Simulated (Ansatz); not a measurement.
Input file:

```
crystal:
  periodic: [false, false, false]
  atoms:
    - {symbol: Al, position_ang: [-0.240474, -0.358135, 0.550605]}
    - {symbol: Cl, position_ang: [-0.647339, -2.556404, 0.356620]}
    - {symbol: Cl, position_ang: [-0.826101, 0.756700, -1.306742]}
    - {symbol: O, position_ang: [1.569363, -0.240061, 0.591297]}
basis:
  gaussian: {orbitals: def2-TZVPD}
total_charge: -1
magnetization: {spin_polarized: true, initial_magnetization: 2}
hamiltonian: {xc: pbe0}
output: {forces: true, orbitals: {seedname: orbitals}}
```

Command:

```sh
ansatz run input.yaml --threads 1 --pin off --max-ram 2610MiB --events-out events.jsonl --progress --plain --runs-dir runs
```

Geometry: B3LYP-D3(BJ)/def2-SVPD.

Computed with isolated molecule in a Gaussian basis; Kohn-Sham density functional theory, functional PBE0 (Ansatz 0.2.0).

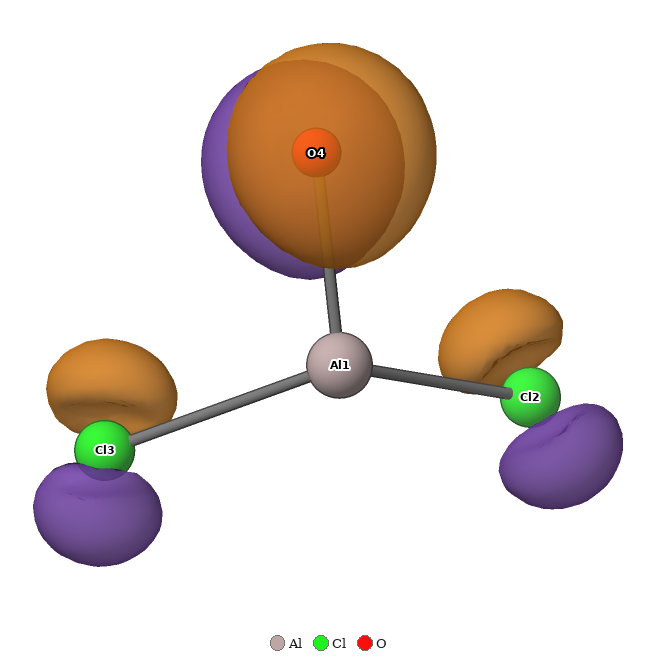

AlCl2O (SMILES [O-][Al]([Cl])[Cl]) (charge −1, triplet). The HOMO (β) at ±0.15 Å⁻³ᐟ² (orange and purple are the two phases), seen at a tilt.

Where does this orbital lie, and at what energy?

Its weight (Hirshfeld) is mainly on O4 (about 70 %), Cl2 (about 10 %) and Cl3 (about 10 %); largely a lone pair of O4. Its energy is −3.77 eV.
